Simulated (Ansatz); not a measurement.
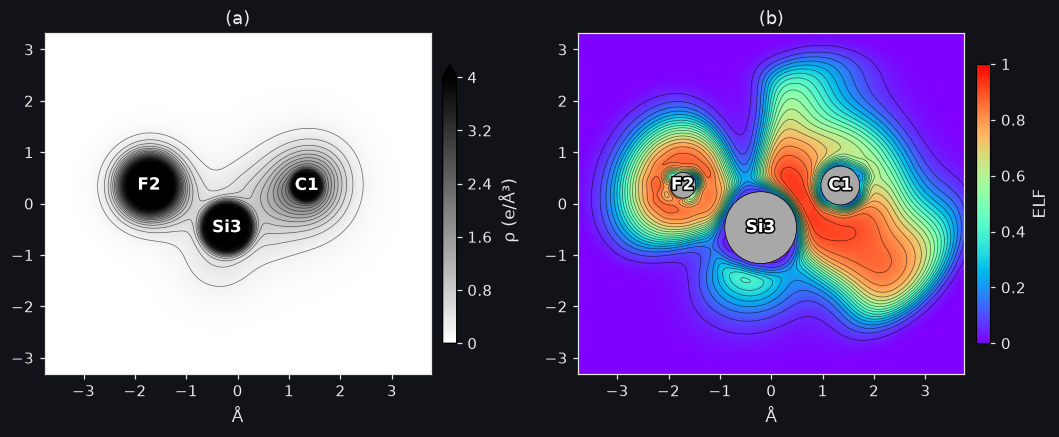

CH4FSi (SMILES [CH2-][SiH2]F) (charge −1). (a) total electron density; (b) ELF on the plane of atoms C1, Si3 and F2. Grey discs cover the atomic cores in the ELF map.

Geometry: PBE0-D3(BJ)/def2-SVPD; the highest occupied orbital lies above zero, a sign that basis and functional describe the outermost electron poorly.

Method: isolated molecule in a Gaussian basis; Kohn-Sham density functional theory, functional PBE0 (Ansatz).

Input

```
crystal:
  periodic: [false, false, false]
  atoms:
    - {symbol: C, position_ang: [-0.725292, 1.147922, -0.773858]}
    - {symbol: F, position_ang: [0.985772, 1.170234, 1.763696]}
    - {symbol: Si, position_ang: [-0.451988, 0.754766, 0.911450]}
    - {symbol: H, position_ang: [-0.425446, -0.730857, 1.198301]}
    - {symbol: H, position_ang: [-1.032167, 2.155987, -1.080737]}
    - {symbol: H, position_ang: [-0.273896, 0.552533, -1.577783]}
    - {symbol: H, position_ang: [-1.435262, 1.405114, 1.860283]}
basis:
  gaussian: {orbitals: def2-TZVPD}
total_charge: -1
hamiltonian: {xc: pbe0}
output: {forces: true, orbitals: {seedname: orbitals}}
```

Command:

```sh
ansatz run input.yaml --threads 1 --pin off --max-ram 2610MiB --events-out events.jsonl --progress --plain --runs-dir runs
```

**Interpret the plot.**

The plane passes through C, F and Si nuclei.
Si–F (1.72 Å): ρ at the midpoint is about 0.87 e/Å³; the ELF peaks at about 0.85 in the valence shell of F, 0.5 Å from its nucleus, and is about 0.55 at the midpoint.
C–Si (1.75 Å): ρ at the midpoint is about 1.1 e/Å³; the ELF peaks at about 0.90 between the atoms: a covalent bond.
The ELF also peaks beside F2, away from the bonds: lone-pair regions.
